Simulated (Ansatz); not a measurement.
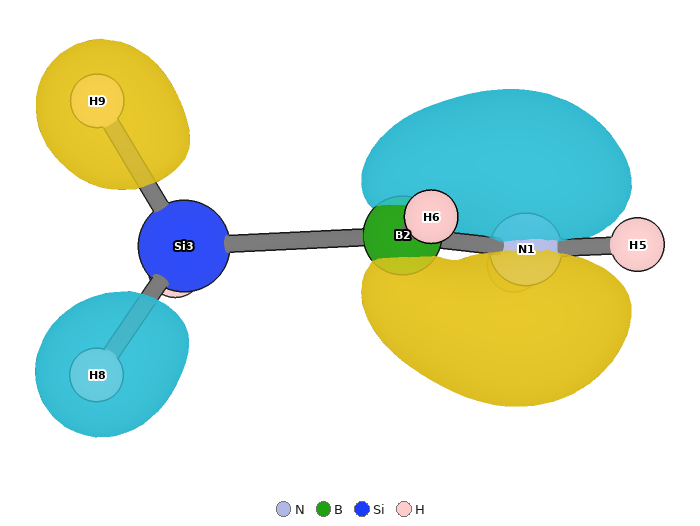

Figure 1: BH$_{6}$NSi. The HOMO−1 at ±0.15 Å⁻³ᐟ² (yellow and cyan are the two phases), seen from one side.

Theory: RKS PBE-D4/def2-SVP (Ansatz).

The calculation's input:

```
crystal:
  periodic: [false, false, false]
  atoms:
    - { symbol: "N", position_ang: [-1.2345, 0.7284, -0.772] }
    - { symbol: B, position_ang: [0.1059, 0.6783, -0.1793] }
    - { symbol: Si, position_ang: [0.6004, -0.8982, 0.8039] }
    - { symbol: H, position_ang: [-1.2786, 0.0324, -1.5095] }
    - { symbol: H, position_ang: [-1.3395, 1.6786, -1.3066] }
    - { symbol: H, position_ang: [0.8725, 1.592, -0.2976] }
    - { symbol: H, position_ang: [0.5827, -2.0745, -0.0563] }
    - { symbol: H, position_ang: [2.0499, -0.7208, 1.2973] }
    - { symbol: H, position_ang: [-0.2703, -1.0624, 2.0029] }
basis:
  gaussian: { orbitals: def2-SVP }
hamiltonian:
  xc: pbe
  dispersion: d4
relax:
  f_tol: 0.02
  max_steps: 40
output:
  orbitals: {}
```

Launched as:

```sh
ansatz run input.yaml --threads 1 --pin off --max-ram 2048MiB --backend cpu --events-out ev --progress --plain --runs-dir out
```

The fields are those of the relaxed geometry.

### Where does this orbital lie, and at what energy?

It lies mainly on N1 (about 55 %), B2 (about 15 %), H8 (about 5 %) and H9 (about 5 %). Its energy is −7.33 eV.
